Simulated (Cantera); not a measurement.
Feed: 1 mol PbO, 0.073 mol H₂, 0.55 mol CH₄, at 0.0100 bar.

Equilibrium computed with Cantera from the NASA thermochemical tables; the gas is ideal and each condensed phase is pure. Candidate condensed phases: C, C₆H₆, C₇H₈, C₈H₁₈, H₂O, Pb, PbO, PbO₂, Pb₃O₄; 113 gas species. Equilibrium is a limit: real reactors are often held back by kinetics, nucleation or transport.

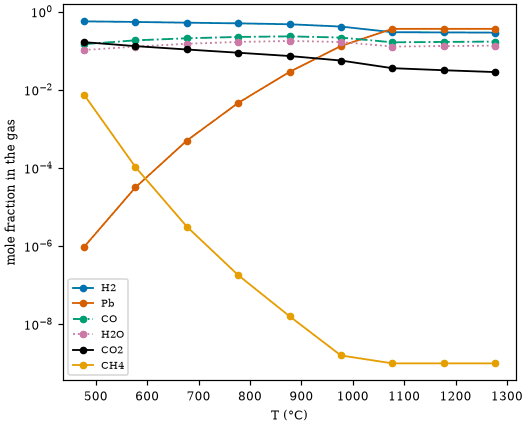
Figure. Equilibrium gas composition (values under 1e-9 drawn at 1e-9)

**Question.** Read off the mole fractions at 1277 °C.

**Answer.** Pb about 0.37, H₂ about 0.29, CO about 0.17, H₂O about 0.14, CO₂ about 0.029.
